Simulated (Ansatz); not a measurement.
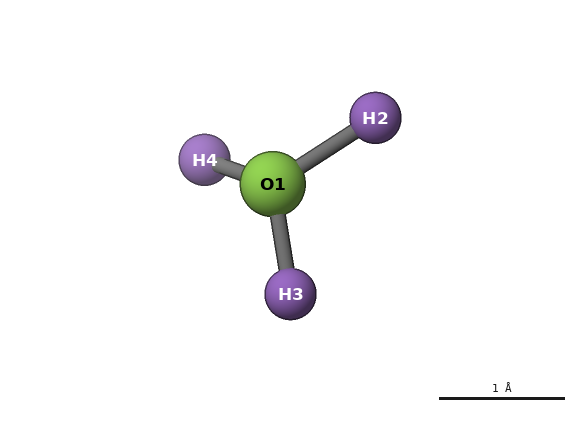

The picture comes from a calculation with Ansatz.

The atoms are numbered. State: charge +1, singlet. Geometry: moved along internal coordinates away from the minimum.

What is the geometry at O1?

O1 has 3 neighbours (H2 at 0.98, H3 at 0.90, H4 at 0.98 Å); the arrangement is trigonal pyramidal.
